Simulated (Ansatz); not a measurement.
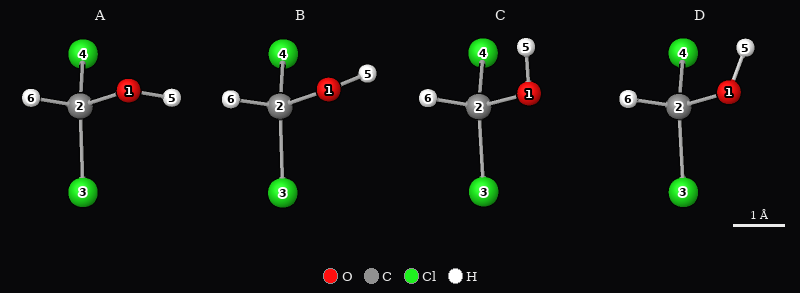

4 geometries from a converged minimum-energy path of CH₂Cl₂O, shuffled. Style: ball-and-stick. Shown at a tilt.

The calculation used RKS PBE0/def2-SVP (Ansatz). Run with 7 movable images; climbing image; force threshold 0.03 eV/Å; iteration limit 60; starting path through a guess of the saddle point.

Q: Which frame is the top of the path?

A: D. In order along the path, whose images run from 0 to 8: A (image 0, 0.0 kJ/mol), B (image 2, +5.4 kJ/mol), D (image 5, +17.3 kJ/mol), C (image 8, +15.7 kJ/mol). The motion is a rotation about the O1–C2 bond by about 120°. No bond forms or breaks between the ends. Bond angles that change up to the highest image, for instance: O1–C2–H6 109.0° → 113.8°, O1–C2–Cl3 112.5° → 109.5°.

The run took 110 s on 1 thread of Arm Neoverse V1, with other jobs on the host, peak memory 0.14 GiB.
